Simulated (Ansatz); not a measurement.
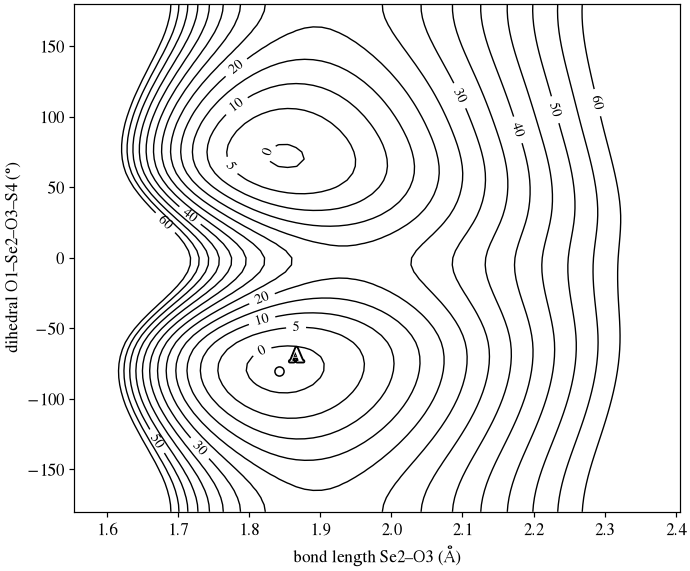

H₂O₂SSe, SMILES O[Se]OS. Coordinates scanned: (1) bond length Se2–O3; (2) dihedral O1–Se2–O3–S4. Nothing is relaxed (all other coordinates rigid). Grid: 11 × 12 points. Energies: kJ/mol, counted from the lowest grid point. Theory: RKS PBE-D4/def2-TZVP in Ansatz 0.2.0.

Drawn: contour lines labelled in kJ/mol (none above 60), the point A. Between grid points the surface is interpolated.

### Find the lowest pass out of the well at A.

The easiest path leads from the well at about bond length Se2–O3 = 1.84 Å, dihedral O1–Se2–O3–S4 = −80° to the well at about bond length Se2–O3 = 1.85 Å, dihedral O1–Se2–O3–S4 = 70°, about 1.6 kJ/mol higher (on a rigid scan; wells that are mirror images or exchange like atoms can differ by this much). Its highest point lies about 24 kJ/mol above the bottom of the first well on the interpolated surface, at about bond length Se2–O3 = 1.94 Å, dihedral O1–Se2–O3–S4 = 0°. This is the barrier on the constrained surface; relaxing the other coordinates would change it.

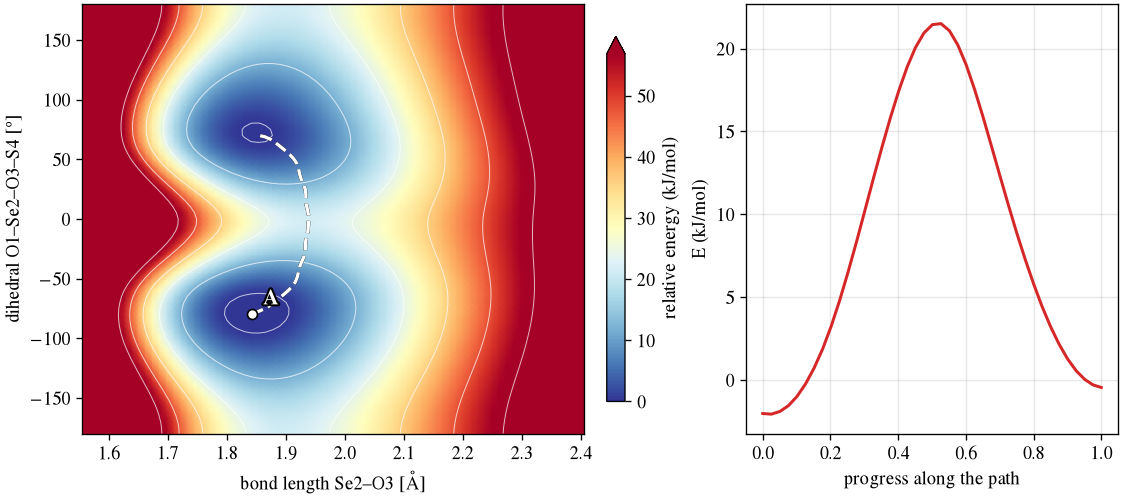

In the figure: a smooth colour map with a few white contour lines, a line along the lowest path, one colour for all values above the top of the scale, the energy along the path at the right. Between grid points the surface is interpolated.
